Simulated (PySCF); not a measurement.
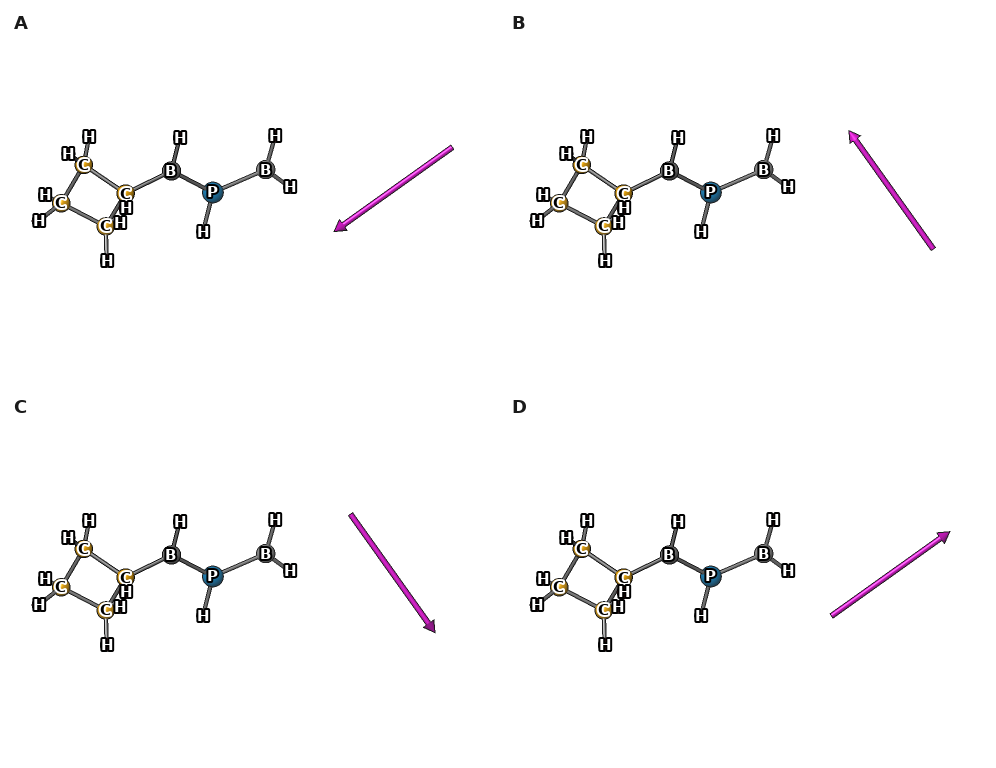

The same molecule four times, each with an arrow. The computed structure is the end point of a GFN2-xTB optimisation. No frequency run is at hand to confirm it as a minimum. Properties computed with ωB97X-D/def2-SVPD, gas phase (PySCF 2.14.0).

Which arrow points along the dipole moment, from the negative to the positive end?

A. The dipole moment is 1.37 D.

The geometry is semi-empirical. Around B, P such bond lengths and angles can be off by a tenth of an ångström or more and by several degrees, and values that hang on the shape move with them.
